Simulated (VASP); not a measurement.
Band structure of MoSe2 (2H layered). Level of theory: optB86b-vdW, VASP's PBE PAW potentials (set 64) (plane waves; VASP).

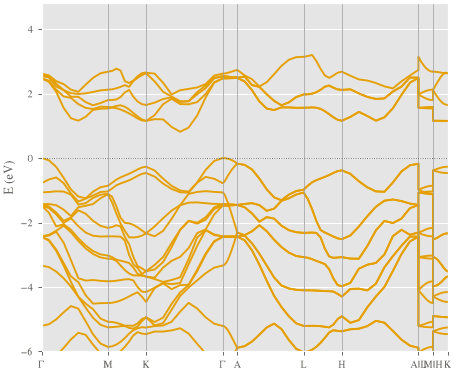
Fig. 1. Bands along high-symmetry lines, zero at the valence-band maximum or, without a gap, the Fermi level

**Question.** Read the plot: is there a gap, and where are the band edges?

**Answer.** The gap is indirect, 0.81 eV, from the valence maximum at Γ to the conduction minimum at K-Γ at 0.44. (Edges off the drawn lines would not show.)

Measured: gap 1.09 eV (computed value off by -0.28 eV), as given by Li et al., (2013), arXiv:1302.0733.

The compound is MoSe2 in the 2H layered structure. It was relaxed first.
